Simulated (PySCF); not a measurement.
C$_{4}$H$_{7}$F$_{3}$Si

Input file:

```
{"job": {"kind": "nmr", "xc": "PBE0", "basis": "pcSseg-1"}, "charge": 0, "multiplicity": 1}
F      3.077724    -1.466339    -0.724619
C      1.766617    -1.221568    -0.873777
C      1.057859    -0.507787    -0.009618
F      1.650606     0.002812     1.093985
C     -0.374580    -0.151517    -0.144352
Si    -0.550122     1.754725    -0.425990
C     -1.139532    -0.584891     1.102591
F     -2.454861    -0.208754     0.997537
H      1.354020    -1.658711    -1.768336
H     -0.781915    -0.683524    -1.006057
H      0.017054     2.428873     0.738383
H      0.217553     2.040313    -1.638174
H     -1.968111     2.043454    -0.595302
H     -0.743468    -0.105143     2.002588
H     -1.133259    -1.673953     1.229229
```

Launched as:

```sh
OMP_NUM_THREADS=1 python probes_run.py task.json out
```

Geometry: GFN2-xTB.

The calculation used PBE0/pcSseg-1, SCF density, gas phase, non-relativistic in PySCF 2.14.0.

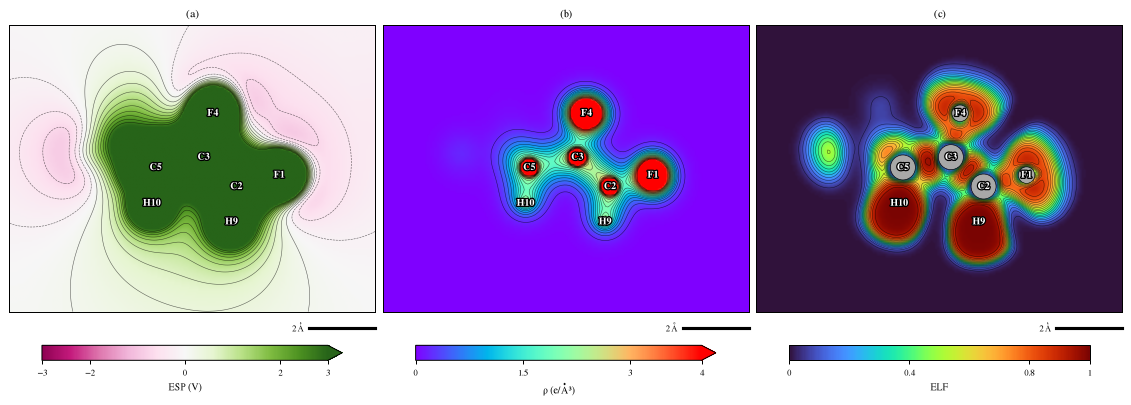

Figure 1. (a) electrostatic potential; (b) total electron density; (c) ELF on the plane of atoms C3, C2 and H9. Grey discs cover the atomic cores in the ELF map.

Q: Read the bonding off the picture.

A: Atoms in the plane: F, C and H.
C–C (1.33 Å): ρ at the midpoint is about 2.4 e/Å³; the ELF peaks at about 0.90 between the atoms (a multiple bond).
C–F (1.34 Å): ρ at the midpoint is about 2.3 e/Å³; the ELF peaks at about 0.85 between the atoms (a shared but strongly polarised pair).
C–H (1.08 Å): the density is about 2.1 e/Å³ at the midpoint; the ELF climbs to about 1 towards the hydrogen, as it does in any bond to H: a covalent bond by its length.
C–C (1.48 Å): the density is about 1.8 e/Å³ at the midpoint; the ELF peaks at about 0.95 between the atoms: a shared electron pair.
The ELF also peaks beside F1 and F4, away from the bonds: lone-pair regions.
Outside the dense part of the molecule the potential is most negative (−0.9 V) near F1.

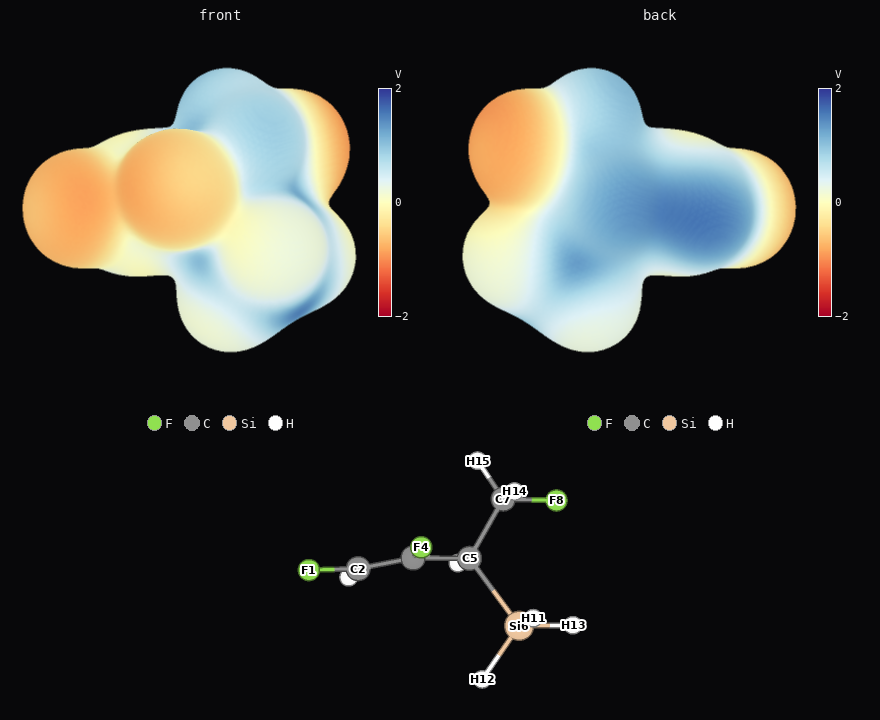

Figure 2. The molecular electrostatic potential painted on the density surface at 0.002 e/bohr³, seen from the front and from behind; the colour scale runs from red (negative) to blue (positive). The bare structure is drawn below in the same view.

Q: Where is the surface potential most negative and most positive?

A: The most negative region (about −0.9 V) lies over F1 and F8, the most positive (about +1.6 V) over H9.

Q: How polar is the molecule by this calculation?

A: Its dipole moment is 1.51 D.
